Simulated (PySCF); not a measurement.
## Electronic structure of F2O2W (charge −1, doublet) in real space

Input

```
mol = gto.M(atom='''
W     -0.00000     0.00000     0.19753
O      1.02772     1.02772     1.16317
O     -1.02772    -1.02772     1.16317
F      0.89374    -0.89374    -1.29264
F     -0.89374     0.89374    -1.29264''',
    basis={'W': 'def2-SVP', 'O': 'def2-SVP', 'F': 'def2-SVP'},
    ecp={'W': 'def2-SVP'},
    charge=-1, spin=1)
mf = dft.UKS(mol, xc='B3LYP')
mf.grids.atom_grid = (75, 302)  # f atoms: at least (60, 302), unpruned
mf = mf.density_fit()  # W def2-universal-JKFIT, O def2-universal-JKFIT, F def2-universal-JKFIT
mf.conv_tol = 1e-09; mf.max_cycle = 55
mf.kernel(dm0)
```

Run with:

```sh
OMP_NUM_THREADS=2 python run.py
```

Core potentials replace the inner electrons of W.

The calculation used UKS B3LYP, W def2-SVP with ECP60, O def2-SVP, F def2-SVP; non-relativistic Hamiltonian with scalar-relativistic core potentials where named; density fitting in PySCF.

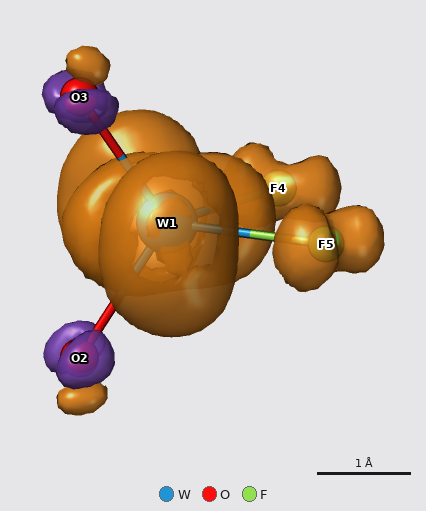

Figure 1. Isosurfaces of the spin density at +0.03 (orange) and −0.03 e/Å³ (purple), seen at a tilt.

Which atoms carry the spin?

The unpaired spin (1 electron) lies mostly on W1 (about 0.8), F4 (about 0.1) and F5 (about 0.1), in electrons by Hirshfeld's partition.

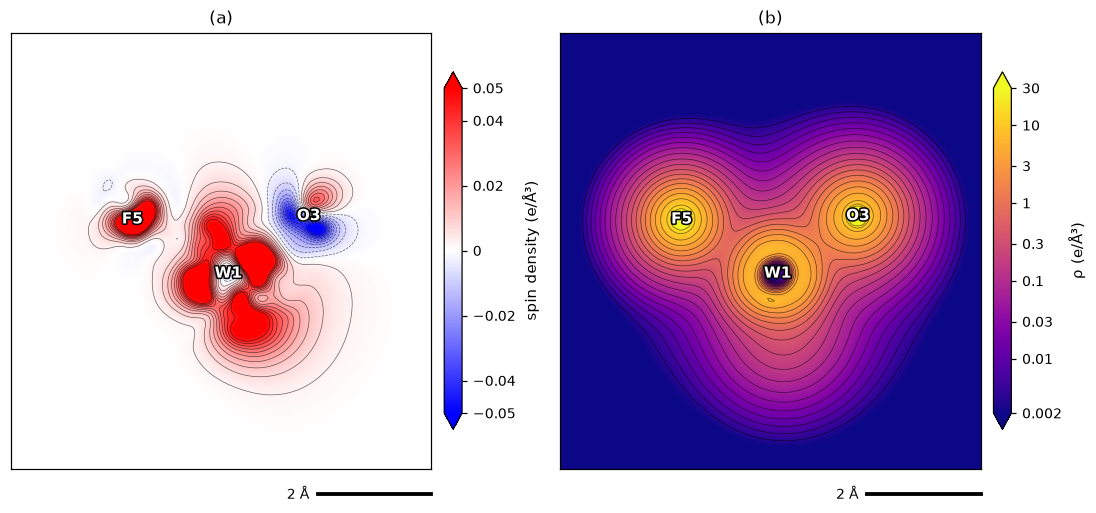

Figure 2. (a) spin density; (b) electron density on the plane of atoms O3, W1 and F5.

Interpret the plot.

- The section cuts through W, O and F sites.
- W–O (1.74 Å): the density is about 1.6 e/Å³ at the midpoint.
- W–F (1.95 Å): ρ is about 0.82 e/Å³ halfway.

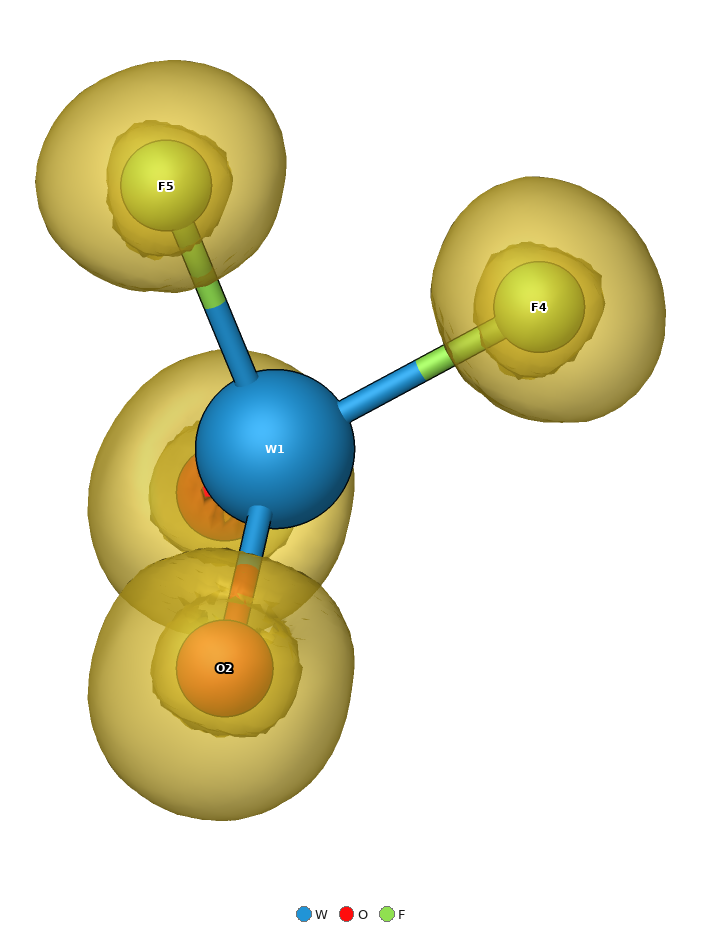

Figure 3. Isosurface of the ELF at 0.75 (yellow), seen at an oblique angle. Only the valence region is drawn (cores and ρ < 0.01 e/Å³ removed).

What do the ELF domains correspond to?

The ELF exceeds this value in two regions wrapped around F (the valence shell of each) and two regions wrapped around O (the valence shell of each). Along the contacts the grid gives the following. W–O (1.74 Å): the ELF peaks at about 0.80 in the valence shell of O, 0.5 Å from its nucleus, and drops to about 0.35 between the two atoms. W–F (1.95 Å): the ELF peaks at about 0.85 in the valence shell of F, 0.5 Å from its nucleus, and drops to about 0.20 between the two atoms.
